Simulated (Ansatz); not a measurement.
Pulling on the Ge1–H3 bond in BrGeH3 (SMILES [GeH3][Br]) (multiplicity 1 held, fragments rigid). Energies count from the point at 1.533 Å.
Geometry at that point (charge 0, multiplicity 1):
```
atom    x (Å)    y (Å)    z (Å)
----  -------  -------  -------
Ge    -1.1456   0.0468   0.0046
Br     1.1842  -0.0484  -0.0048
H     -1.5399   1.4838  -0.3541
H     -1.6070  -0.3323   1.4163
H     -1.6424  -0.9559  -1.0428
```

Restricted levels (R-, RO-) in cc, def2 and unpolarised 6-31G sets keep to the state of the molecule at rest. U- levels take the lowest unrestricted solution at each point, which mixes spins at long bonds. Active spaces are followed from a long bond inwards. Curves can end on different states.

Cores are frozen in the correlated methods. Filled d and f shells under p-block atoms count as core.

The values were computed with Ansatz (a program for electronic structure) with Gaussian orbitals. Each number belongs to the level named beside it.

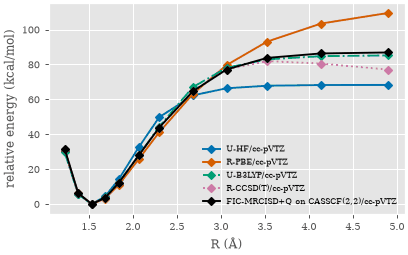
*Relative energy along the coordinate*

Doubts at one or more of the structures used: a spin-contaminated determinant (U-HF/cc-pVTZ, U-B3LYP/cc-pVTZ); a restricted determinant that unrestricted orbitals would lower (R-PBE/cc-pVTZ, R-CCSD(T)/cc-pVTZ); other coupled-cluster roots lie near (R-CCSD(T)/cc-pVTZ); T1 above 0.05 (R-CCSD(T)/cc-pVTZ).
